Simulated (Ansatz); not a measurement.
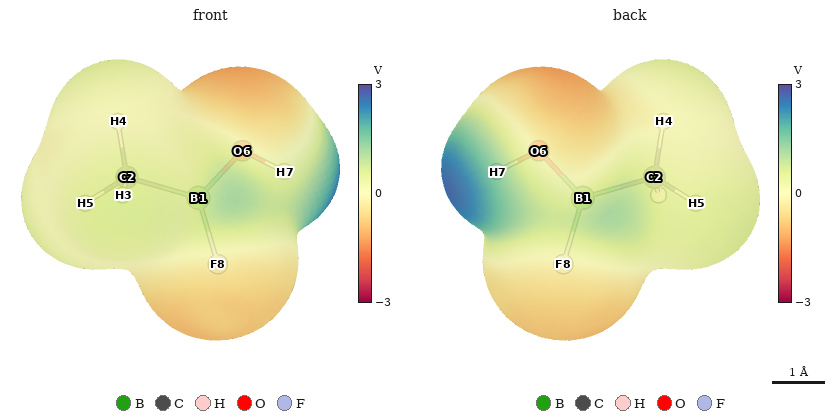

*CH4BFO. The electrostatic potential painted on the density surface at 0.002 e/bohr³, seen from the front and from behind; red is negative and blue positive.*

Theory: RKS PBE0-D4/def2-SVP (Ansatz).

The calculation's input:

```
crystal:
  periodic: [false, false, false]
  atoms:
    - { symbol: B, position_ang: [0.0, 0.0, 0.0] }
    - { symbol: C, position_ang: [0.0, 0.0, 1.6] }
    - { symbol: H, position_ang: [-0.9996, -0.3092, 1.9705] }
    - { symbol: H, position_ang: [0.7676, -0.7111, 1.9705] }
    - { symbol: H, position_ang: [0.232, 1.0203, 1.9705] }
    - { symbol: O, position_ang: [1.2211, 0.0, -0.705] }
    - { symbol: H, position_ang: [1.5209, -0.9519, -0.8599] }
    - { symbol: F, position_ang: [-1.1431, 0.0, -0.66] }
basis:
  gaussian: { orbitals: def2-SVP }
hamiltonian:
  xc: pbe0
  dispersion: d4
relax:
  f_tol: 0.02
  max_steps: 40
output:
  orbitals: {}
```

Launched as:

```sh
ansatz run input.yaml --threads 1 --pin off --max-ram 2048MiB --backend cpu --events-out ev --progress --plain --runs-dir out
```

The fields are those of the relaxed geometry.

### Where is the surface potential most negative and most positive?

The most negative region (about −1.3 V, or −30 kcal/mol for a unit charge) lies over O6, the most positive (about +2.6 V, or +60 kcal/mol for a unit charge) over H7. O6 is the likeliest acceptor of a hydrogen bond.
